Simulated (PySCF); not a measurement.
## EPR calculation of C₆H₉F₂

- system: C₆H₉F₂, multiplicity 2
- method: UKS B3LYP, pcH-1 on C F H, non-relativistic, mean-field spin-orbit, GIAO (PySCF 2.14.0)

It belongs to a series of runs on one base structure; here: H added to sp2 C.

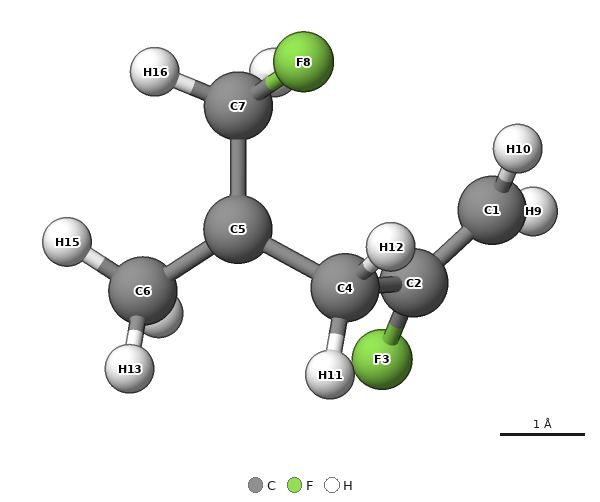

The structure (ball-and-stick view, seen at a tilt; atoms are numbered from 1 in the order of the input). Bond lengths as drawn: C–C 1.32 to 1.51 Å, C–F 1.36 to 1.38 Å and C–H 1.07 to 1.11 Å.

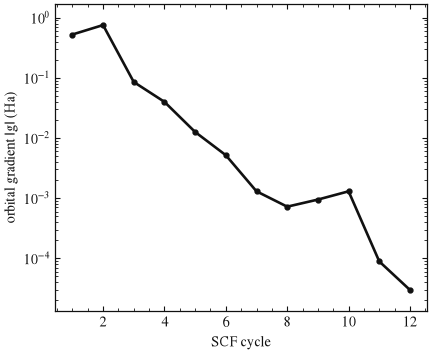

Convergence of the self-consistent field: orbital gradient |g| against the SCF cycle. All cycles printed in the log are drawn one after another.

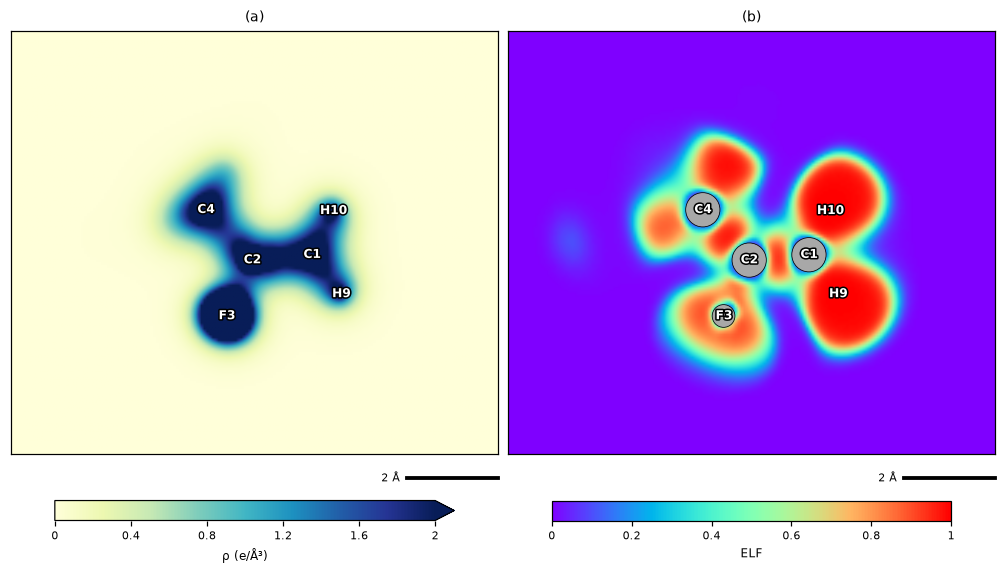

(a) total electron density; (b) ELF on the plane of atoms C1, C2 and C4. Grey discs, where drawn, cover atomic cores. Atoms in the plane: C, F and H. C–C (1.32 Å): ρ is about 2.4 e/Å³ halfway; the ELF peaks at about 0.95 between the atoms; a double or triple bond. C–H (1.07 Å): ρ at the midpoint is about 2 e/Å³; the ELF climbs to about 1 towards the hydrogen, as it does in any bond to H (a covalent bond by its length). C–C (1.51 Å): ρ at the midpoint is about 1.7 e/Å³; the ELF peaks at about 0.95 between the atoms, which marks a shared electron pair.

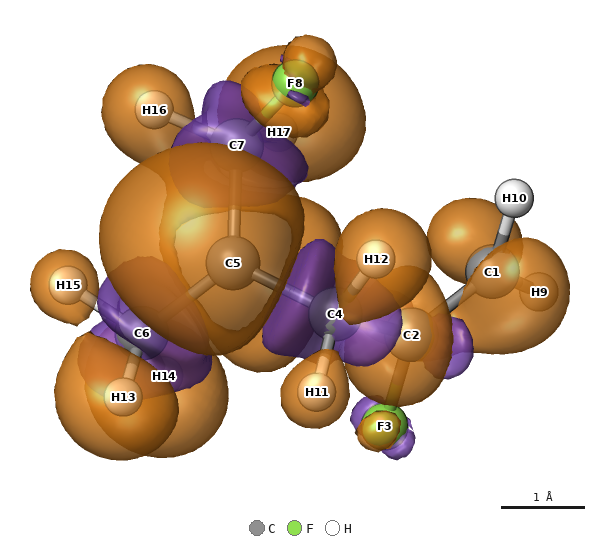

Isosurfaces of the spin density (α minus β) at +0.004 (orange) and −0.004 e/Å³ (purple), seen at a tilt. The unpaired spin (1 electron) lies mostly on C5 (about 0.6), in electrons by Hirshfeld's partition.

These pictures come from the run below.

## The input
```
{"job": {"kind": "epr", "basis": "pcH-1"}, "charge": 0, "multiplicity": 2}
C      1.957970     1.422749    -0.431012
C      1.500294     0.448083     0.332388
F      2.202439    -0.708149     0.437233
C      0.188083     0.397436     1.067791
C     -0.785977    -0.346988     0.216360
C     -0.875925    -1.822202     0.309991
C     -1.366093     0.350055    -0.957885
F     -1.695464     1.659113    -0.662748
H      2.889560     1.329874    -0.960185
H      1.410235     2.340068    -0.532490
H      0.331334    -0.115833     2.020285
H     -0.154979     1.417981     1.243026
H     -0.937456    -2.136657     1.352273
H      0.016159    -2.303243    -0.109195
H     -1.742200    -2.201404    -0.227463
H     -2.285648    -0.135809    -1.303173
H     -0.659329     0.416956    -1.805106
```

The first line tells a small driver script what to run in PySCF; the rest is the geometry in Å.

Command:
```bash
OMP_NUM_THREADS=1 python <driver script> task.json out
```

## Output
```
UKS, coarse grid
  cycle   1  E = -433.59135472  |g| = 5.25e-01
  cycle   2  E = -433.50535666  |g| = 7.54e-01
  cycle   3  E = -433.68911746  |g| = 8.54e-02
  cycle   4  E = -433.69196448  |g| = 3.99e-02
  cycle   5  E = -433.69271148  |g| = 1.26e-02
  cycle   6  E = -433.69277518  |g| = 5.18e-03
  cycle   7  E = -433.69278893  |g| = 1.30e-03
  cycle   8  E = -433.69278989  |g| = 7.22e-04
UKS, final grid
  cycle   1  E = -433.69270449  |g| = 9.48e-04
  cycle   2  E = -433.69270421  |g| = 1.30e-03
  cycle   3  E = -433.69270485  |g| = 8.88e-05
  cycle   4  E = -433.69270486  |g| = 2.98e-05
E = -433.69270486 Eh   <S^2> = 0.7540 (exact 0.7500)
g shifts (ppm)      1          2          3
  rmc          -148       -148       -148
  gc             -3         46         21
  oz_so          17        365        723
  total        -133        263        597
hyperfine (MHz)  atom isotope    a_iso     a_fc   dipolar eigenvalues
    0   13C       4.57       4.57     -3.16     -1.94      5.10
    1   13C      69.50      69.50     -6.45     -4.22     10.67
    2   19F       2.39       2.39    -10.93     -4.68     15.61
    3   13C     -24.37     -24.37     -2.13     -0.36      2.49
    4   13C     111.58     111.58    -78.61    -78.50    157.11
    5   13C     -32.90     -32.90     -2.13     -0.10      2.23
    6   13C     -36.38     -36.38     -3.13     -1.18      4.31
    7   19F      81.74      81.74    -29.27    -25.97     55.24
    8    1H       0.76       0.76     -2.04     -0.91      2.96
    9    1H      -1.01      -1.01     -1.77     -0.31      2.09
   10    1H      17.19      17.19     -4.88     -4.03      8.91
   11    1H      43.26      43.26     -5.10     -4.24      9.34
   12    1H      63.43      63.43     -4.59     -4.47      9.06
   13    1H     139.88     139.88     -5.01     -2.94      7.96
   14    1H      15.29      15.29     -4.65     -3.89      8.55
   15    1H      33.27      33.27     -5.91     -3.83      9.74
   16    1H     116.38     116.38     -5.27     -1.99      7.26
```

## Summary

| quantity | value |
| --- | --- |
| outcome | converged |
| total energy | −433.692705 hartree |
| ⟨S²⟩ | 0.754 |
| isotropic g | 2.0026 |
| hardware | 1 CPU thread, shared host |
| wall time | 64 s |
| peak memory | 1 GiB |
